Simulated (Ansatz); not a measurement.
The parent structure is SiO2 (space group P3_221, No. 154; a = 4.949 Å, c = 5.441 Å). Axes: x lies along a and z along c of the hexagonal cell.

The change: compressive biaxial strain of 3.00 % in the plane normal to [001], as in epitaxy on a mismatched substrate; the out-of-plane cell vector and the atoms relax.

All numbers come from PBEsol (Ansatz, a program for electronic structure, PAW, spin-orbit coupling left out).

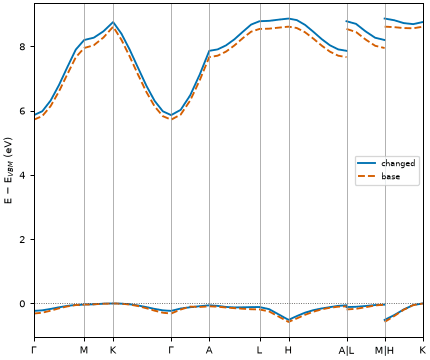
Figure: Highest valence and lowest conduction band along the path, each from its own valence-band maximum

The gap is 5.86 eV, indirect, K → Γ; the base has 5.72 eV.

Stability against distortions was not tested.
